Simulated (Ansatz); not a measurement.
**C₂H₄Cl₂Si: a ladder of functionals and wavefunction methods**

Aim: compute C₂H₄Cl₂Si with functionals from several rungs and with coupled cluster. The yardstick is the atomisation energy at the CCSD(T) limit.

Method: functionals in def2-TZVPP, the program's frozen cores in correlated methods; program: Ansatz 0.2.0, Gaussian basis.

Levels to be run: LDA (SPW92), PBE-D4, revPBE-D4, BLYP-D4, r2SCAN-D4, B97M-V, PBE0-D4, B3LYP-D4, r2SCANh-D4, r2SCAN0-D4, HSE06-D4, BHLYP-D4, CAM-B3LYP-D4, LC-ωPBE, ωB97X-V, ωB97M-V, B2PLYP, PBE-QIDH; CCSD(T)/def2-SVP; CCSD(T)/def2-TZVPP; MP2/def2-QZVPP; extrapolation to the limit; RPA on PBE.

## 1. The relaxed structure

All runs share one geometry, relaxed beforehand with PBE0-D4 in a triple-zeta def2 set.

SMILES `C=C[SiH](Cl)Cl`, 9 atoms, charge 0, spin multiplicity 1.

Atoms are counted from 1 here; the program's logs count them from 0.

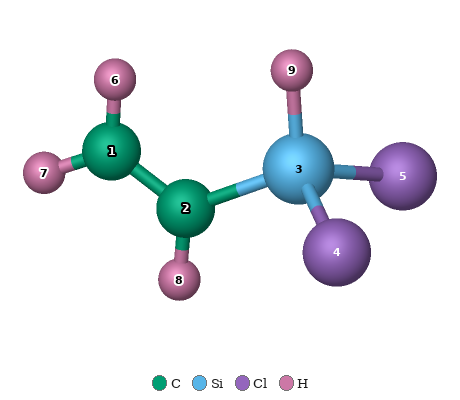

The structure; carbon teal, silicon blue, chlorine purple, hydrogen pink; atoms are numbered from 1 in the order of the file.

## 2. LDA

This LDA is Slater exchange with PW92 correlation.

The input, in.yaml:

```yaml
crystal:
  periodic: [false, false, false]
  atoms:
    - {symbol: C, position_ang: [-0.176596, 0.830729, 1.338077]}
    - {symbol: C, position_ang: [-0.554907, -0.120243, 0.488455]}
    - {symbol: Si, position_ang: [0.405329, -0.444377, -1.046548]}
    - {symbol: Cl, position_ang: [1.091281, -2.373045, -1.065877]}
    - {symbol: Cl, position_ang: [-0.776009, -0.179106, -2.697198]}
    - {symbol: H, position_ang: [0.703052, 1.442798, 1.157555]}
    - {symbol: H, position_ang: [-0.725833, 1.042212, 2.250846]}
    - {symbol: H, position_ang: [-1.441484, -0.711822, 0.704678]}
    - {symbol: H, position_ang: [1.563665, 0.466553, -1.147087]}
basis:
  gaussian: {orbitals: def2-TZVPP}
hamiltonian: {xc: lda}
output: {orbitals: {seedname: orbitals}}
```

The run is started by

```sh
ansatz run in.yaml --threads 4 --pin off --events-out ev --progress --plain --max-ram 10444MiB
```

After this run come: PBE-D4 (GGA); revPBE-D4 (GGA); BLYP-D4 (GGA); r2SCAN-D4 (meta-GGA); B97M-V (meta-GGA); PBE0-D4 (hybrid); B3LYP-D4 (hybrid); r2SCANh-D4 (hybrid); r2SCAN0-D4 (hybrid); HSE06-D4 (hybrid); BHLYP-D4 (hybrid); CAM-B3LYP-D4 (range-separated); LC-ωPBE (range-separated); ωB97X-V (range-separated); ωB97M-V (range-separated); B2PLYP (double hybrid); PBE-QIDH (double hybrid); CCSD(T) in def2-SVP; CCSD(T) in def2-TZVPP; MP2 in def2-QZVPP; RPA on PBE orbitals.

Q: Predict the results of all the runs planned. Wanted: atomisation energy, CCSD(T)/CBS; farthest beyond LDA; mean size of error, GGA; mean size of error, meta-GGA; mean size of error, hybrid; mean size of error, range-separated; mean size of error, double hybrid; gap, smallest and largest; T1 diagnostic.

The runs gave:

| quantity | value |
| --- | --- |
| atomisation energy, CCSD(T)/CBS | 3381.5 kJ/mol |
| functionals within 16.9 kJ/mol (0.5 %) | r2SCAN-D4, PBE0-D4, r2SCANh-D4, HSE06-D4, CAM-B3LYP-D4, ωB97X-V, ωB97M-V, PBE-QIDH |
| farthest beyond LDA | BHLYP-D4 (-91.9 kJ/mol) |
| mean size of error, GGA | 36.9 kJ/mol |
| mean size of error, meta-GGA | 20.1 kJ/mol |
| mean size of error, hybrid | 28.5 kJ/mol |
| mean size of error, range-separated | 16.2 kJ/mol |
| mean size of error, double hybrid | 26.7 kJ/mol |
| gap, smallest and largest | 5.22 eV (LDA (SPW92)), 12.55 eV (LC-ωPBE) |
| T1 diagnostic | 0.0099 |
| triples share of the correlation energy | 4.3 % |

What this shows: The LDA atomisation energy is off by 443.2 kJ/mol (13 %): it overbinds. PBE-D4 is off by +55.6 kJ/mol. Double hybrids carry the basis error of their MP2 part in triple zeta, and no dispersion term here, so their miss is partly the set-up's. By mean error the best rung here is range-separated (16.2 kJ/mol) and the worst beyond LDA is GGA (36.9 kJ/mol). The gap between the best rungs is small, so their order is not settled. The reference freezes the cores and leaves out relativity and excitations past (T), so misses under about 16.9 kJ/mol can't be ranked. Hartree-Fock recovers 75 % of the binding; the rest is correlation. CCSD(T) in def2-SVP is off by -209.7 kJ/mol, more than most functionals: a good method in a small basis is no reference. The gap grows from 5.2 to 12.6 eV across the functionals, mostly with the share of exact exchange.
